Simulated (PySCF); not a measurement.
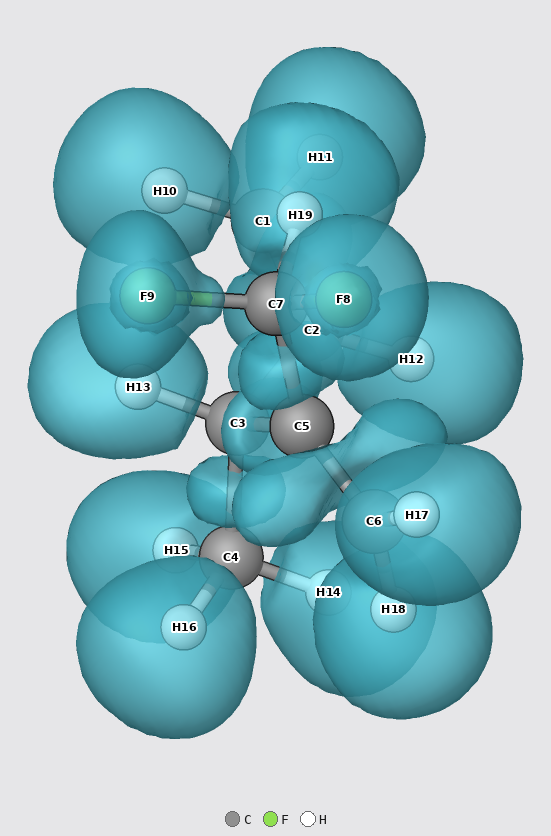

The picture shows: C$_{7}$H$_{10}$F$_{2}$. Isosurface of the ELF at 0.75 (cyan), seen at an oblique angle. Only the valence region is drawn (cores and ρ < 0.01 e/Å³ removed).

Geometry: GFN2-xTB.

Theory: PBE0/pcSseg-1, SCF density, gas phase, non-relativistic in PySCF.

```yaml
atoms:
  - { symbol: C, position_ang: [-2.3580, 0.8360, 0.4422] }
  - { symbol: C, position_ang: [-1.2937, 0.6616, -0.3175] }
  - { symbol: C, position_ang: [-0.3397, -0.4976, -0.1961] }
  - { symbol: C, position_ang: [-0.2994, -1.2746, -1.5111] }
  - { symbol: C, position_ang: [1.0117, 0.0356, 0.2222] }
  - { symbol: C, position_ang: [2.0855, 0.1429, -0.5413] }
  - { symbol: C, position_ang: [1.0368, 0.4718, 1.6667] }
  - { symbol: F, position_ang: [2.1974, 1.0734, 2.0147] }
  - { symbol: F, position_ang: [0.9121, -0.6043, 2.4945] }
  - { symbol: H, position_ang: [-2.6191, 0.1396, 1.2227] }
  - { symbol: H, position_ang: [-3.0170, 1.6782, 0.3156] }
  - { symbol: H, position_ang: [-1.0484, 1.3699, -1.0979] }
  - { symbol: H, position_ang: [-0.6942, -1.1654, 0.5976] }
  - { symbol: H, position_ang: [-0.0524, -0.6184, -2.3418] }
  - { symbol: H, position_ang: [-1.2761, -1.7125, -1.7026] }
  - { symbol: H, position_ang: [0.4363, -2.0729, -1.4578] }
  - { symbol: H, position_ang: [3.0076, 0.5434, -0.1562] }
  - { symbol: H, position_ang: [2.0879, -0.1612, -1.5716] }
  - { symbol: H, position_ang: [0.2129, 1.1639, 1.9102] }
```

Identify the bonds, lone pairs and shells in this picture.

Answer. The surface consists of six regions between bonded C–C atoms (shared pairs), ten regions around hydrogen nuclei and two regions on F in which the atom's valence shell and bonds are merged.

Values along the shortest contacts:
C–C (1.32 Å): the ELF peaks at about 0.90 between the atoms (a multiple bond). C–F (1.35 Å): the ELF peaks at about 0.85 between the atoms, as expected for a polar covalent bond.
